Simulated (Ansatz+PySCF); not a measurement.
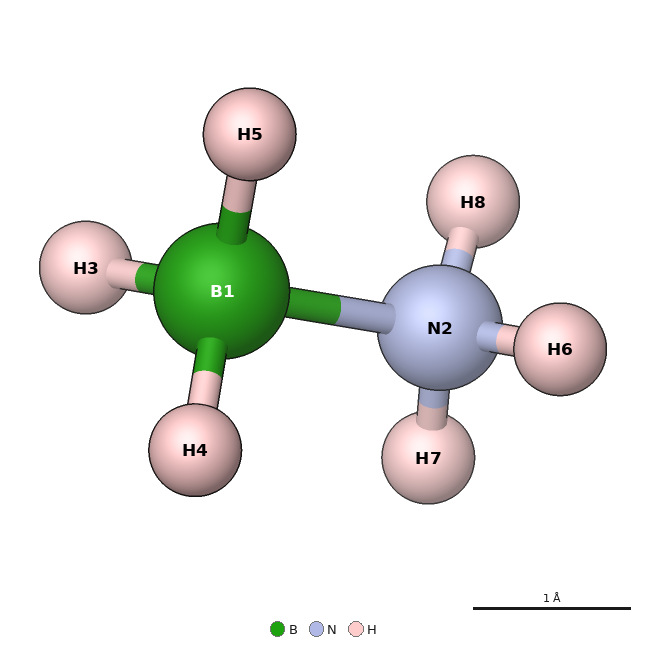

Source: calculation with Ansatz+PySCF.

Orthographic view with a scale bar. Geometry: a fixed input geometry, not necessarily a minimum.

Reconstruct the coordinates (Å) as seen: x to the right, y up, z towards the viewer, origin at the mean of the atomic positions.

```xyz
8
BH6N
B   -0.70   0.12   0.42
N    0.69  -0.11  -0.41
H   -1.57   0.27  -0.43
H   -0.87  -0.90   1.10
H   -0.52   1.12   1.09
H    1.46  -0.25   0.23
H    0.62  -0.94  -1.00
H    0.90   0.69  -1.00
```
